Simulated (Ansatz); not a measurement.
The parent structure is ZnS in the zinc blende structure (space group F-43m, No. 216; a = 5.357 Å). Axes: x, y, z lie along the cube axes.

Now apply this change: uniaxial strain ε_zz = −0.50 %, all other strain components held at zero, atoms relaxed at fixed cell.

Calculations: PBEsol, PAW, 420 eV (Ansatz, a first-principles code; scalar-relativistic without spin-orbit coupling).

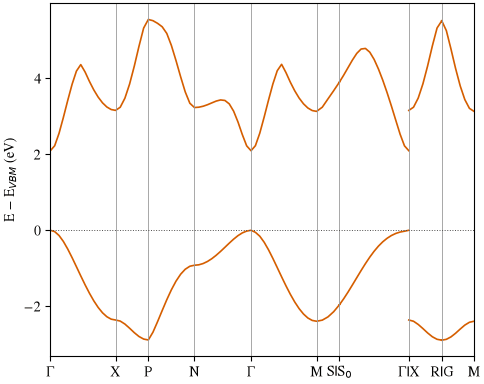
Fig. 1. Highest valence and lowest conduction band along the path of the changed cell's own zone

Problem. Read the changed gap and its character from the plot.

Solution. About 2.1 eV, direct at Γ.

Whether these cells are dynamically stable was not tested. k-point labels follow each cell's own Brillouin zone.
